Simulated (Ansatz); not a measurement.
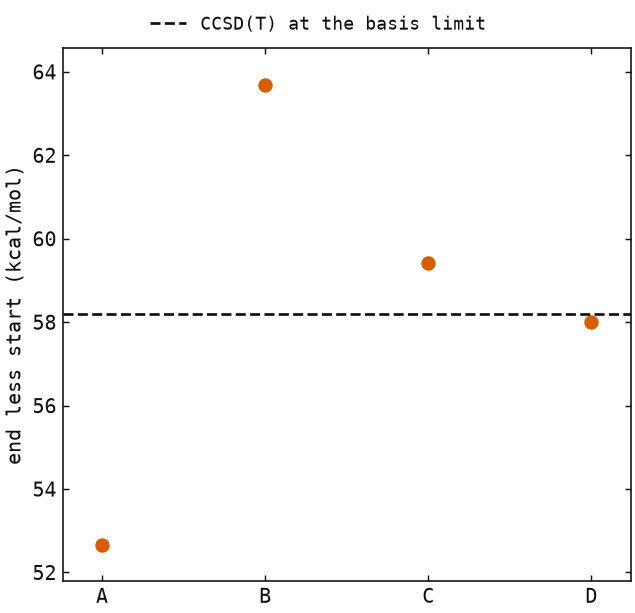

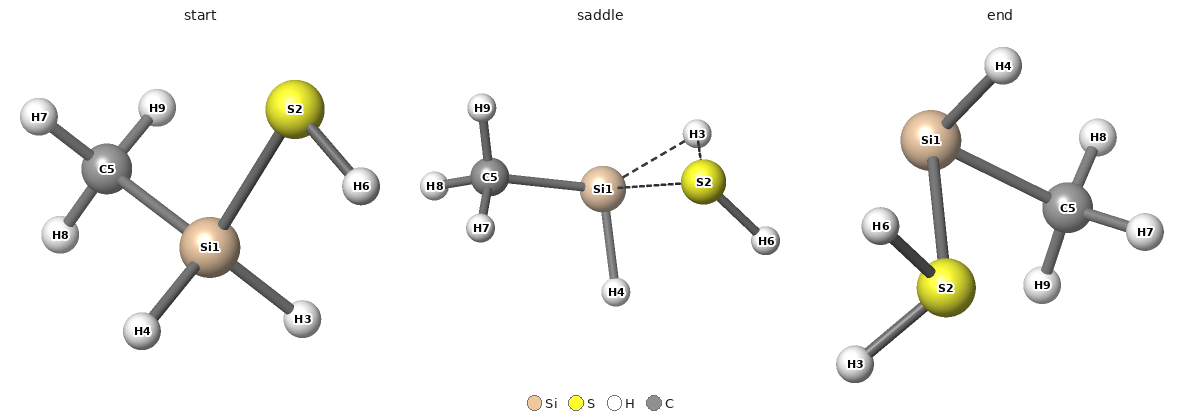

Energy change in one step of CH₆SSi at several levels. In the step S2–H3 (3.00 → 1.50 → 1.35 Å) forms; Si1–H3 (1.49 → 1.78 → 3.05 Å) breaks; Si1–S2 (2.14 → 2.58 → 2.45 Å) lengthens (lengths at start, saddle and end; changes of bond order aren't listed). Electronic energies at PBE0-D4/def2-TZVP geometries, energies in def2-TZVPP, the Ansatz code; cores frozen in correlated methods, no zero-point terms. Start and end are the structures at the ends of the path (complexes, where there are several molecules). The line is the MP2 basis limit plus CCSD(T) less MP2 in triple zeta. The limit lies 1.0 kcal/mol from CCSD(T) in triple zeta, so the line itself is uncertain by a part of that.

The letters stand for CAM-B3LYP-D4, HF, LDA (SPW92) and ωB97X-V. Which is which?

A: LDA (SPW92) (52.7 kcal/mol); B: HF (63.7 kcal/mol); C: ωB97X-V (59.4 kcal/mol); D: CAM-B3LYP-D4 (58.0 kcal/mol).

Limits of at least one run: restricted reference unstable towards unrestricted.
